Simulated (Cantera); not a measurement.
Feed: 1 mol H2S, 0.0049 mol SO2, 0.32 mol N2, held at 133 Pa.

Equilibrium computed with Cantera from the NASA thermochemical tables; the gas is ideal and each condensed phase is pure. Candidate condensed phases: H2O, H2SO4, S; 35 gas species. The numbers say what is thermodynamically allowed, not how fast it happens.

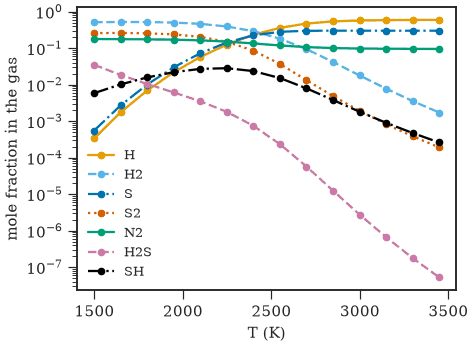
Equilibrium gas composition (values under 1e-9 drawn at 1e-9)

Q: Read off the mole fractions at 2098 K.

A: H2 about 0.46, S2 about 0.21, N2 about 0.16, S about 0.073, H about 0.057, SH about 0.027, H2S about 0.0035.
